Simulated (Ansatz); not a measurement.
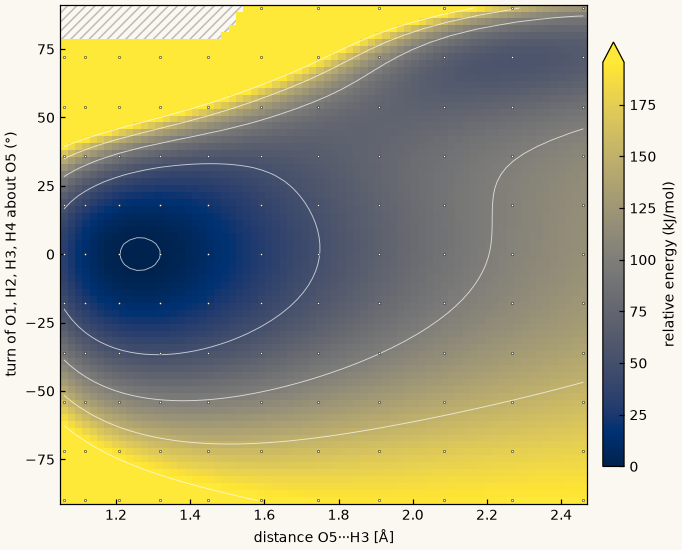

H₅O₃, charge +1. The turn is about an axis along (−0.89, −0.44, −0.13) in the frame of the relaxed pair, normal to the line between the partners. First axis: distance O5···H3. Second axis: turn of O1, H2, H3, H4 about O5. Grid: 11 × 11 points. At 5 points there is no value (left out of the scan, as a rule where atoms come close). Points are written as (first, second). Energies are in kJ/mol, from the lowest grid point. Level of theory: Ansatz, RKS PBE0-D4/def2-TZVPD.

Drawn: a smooth colour map with a few white contour lines, dots at the grid points, one colour for all values above the top of the scale, hatched blanks where no value was computed. Between grid points the surface is interpolated.

The lowest grid point is at (1.320 Å, 0°). A higher local minimum lies near (2.268 Å, 72°) (56 kJ/mol above the lowest at that grid point). The highest grid point, (1.060 Å, 72°), lies 1717 kJ/mol above the lowest. On the interpolated surface the easiest way out of the lowest well to the well at (2.268 Å, 72°) passes a barrier of about 75 kJ/mol. Round the minimum the two coordinates are nearly uncoupled.

The level of theory is changed to RKS PBE-D4/def2-TZVPD (Ansatz); with it change the reference geometry, relaxed at the new level; the new grid has 15 × 15 points.

> How does the landscape change?

The minimum (interpolated where it lies between grid points) moves from about (1.262 Å, 0°) to about (1.272 Å, 0°). The easiest pass out of the lowest well goes from about 75 to about 73 kJ/mol on the interpolated surfaces.

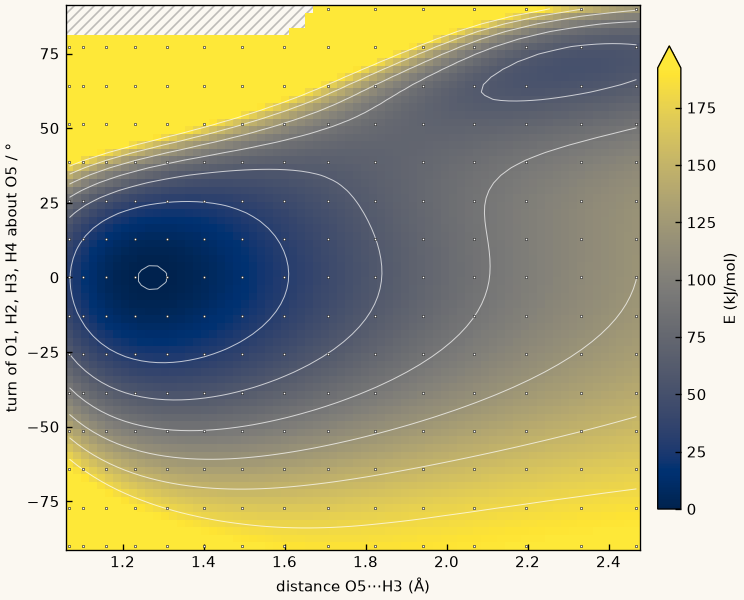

The map after the change, on a colour scale of its own. In the figure: a smooth colour map with a few white contour lines, dots at the grid points, one colour for all values above the top of the scale, hatched blanks where no value was computed. Between grid points the surface is interpolated.
